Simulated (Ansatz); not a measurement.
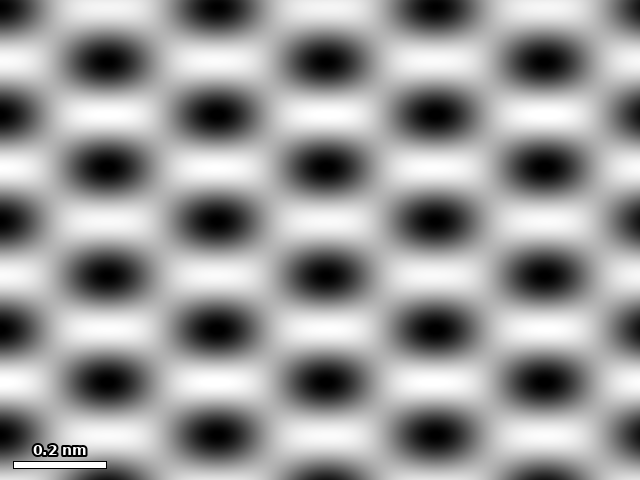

HRTEM-like image of Re (P6_3/mmc, No. 194). Simulated in the weak-phase-object approximation with neutral-atom potentials: 80 kV, Cs = 40 µm, defocus −155 Å (negative is underfocus), defocus spread 15 Å, aperture 0.65 1/Å. Structure: a calculation's starting geometry; the starting structure was generated, so it need not be a known form of this composition.

```xyz
4
Lattice="2.7606 0.0000 0.0000 -1.3803 2.3907 0.0000 0.0000 0.0000 8.9050" Properties=species:S:1:pos:R:3 pbc="T T T"
Re    0.0000    0.0000    0.0000
Re    0.0000    0.0000    4.4525
Re    0.0000    1.5938    2.2262
Re    1.3803    0.7969    6.6787
```

Question: Along which zone axis is the crystal seen: [101], [421], [201] or [311]? (Directions equivalent by symmetry count as one.)

Answer: [201]. The projected cells are 2.64 × 2.73 Å, 119° for [101]; 2.14 × 2.14 Å, 99° for [421]; 2.35 × 2.66 Å, 116° for [201]; 2.21 × 2.42 Å, 108° for [311], and the image repeats as the [201] one does.
